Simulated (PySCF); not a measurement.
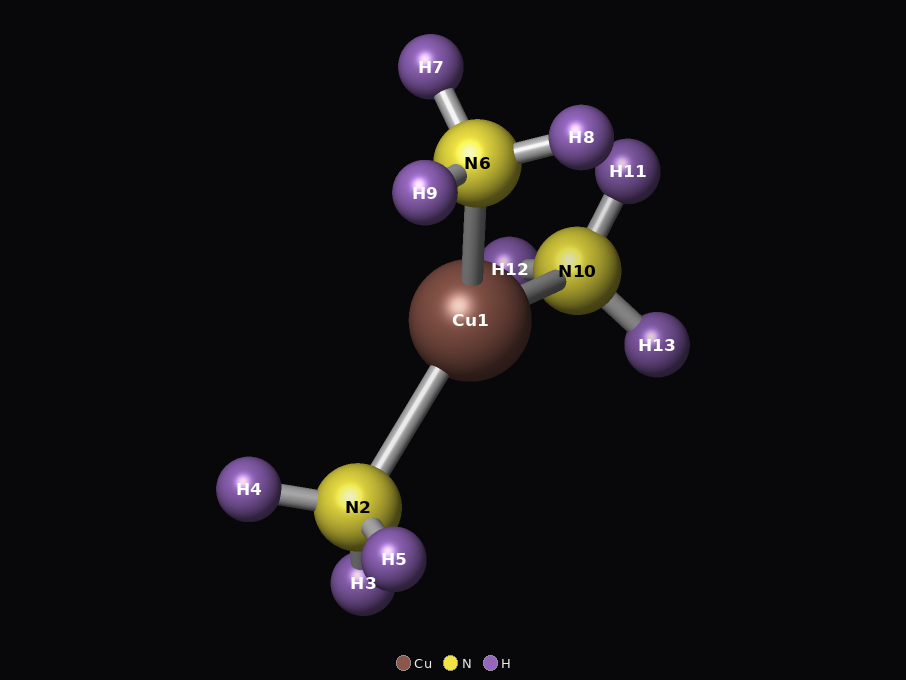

Charge +1, singlet. Computed geometry: PBE0-D3(BJ)/def2-SVP optimisation. No frequency run is at hand to confirm it as a minimum. Level of theory: PBE/pcJ-1 (pcSseg-1 on Cu) indirect spin-spin coupling, non-relativistic, gas phase (PySCF 2.14.0). Isotopes: 1H, 15N.

Give the spin–spin coupling constants of these pairs, with the number of bonds between them: N2/H5, N2/H3, N6/H7, N10/H11, N2/N10, N2/N6, H9/N10.

```json
{"pair": "N2, H5", "bonds apart": "1", "J (Hz)": "−61.6"}
{"pair": "N2, H3", "bonds apart": "1", "J (Hz)": "−62.8"}
{"pair": "N6, H7", "bonds apart": "1", "J (Hz)": "−60.6"}
{"pair": "N10, H11", "bonds apart": "1", "J (Hz)": "−62.2"}
{"pair": "N2, N10", "bonds apart": "2", "J (Hz)": "2.1"}
{"pair": "N2, N6", "bonds apart": "2", "J (Hz)": "2.8"}
{"pair": "H9, N10", "bonds apart": "3", "J (Hz)": "−1.3"}
```
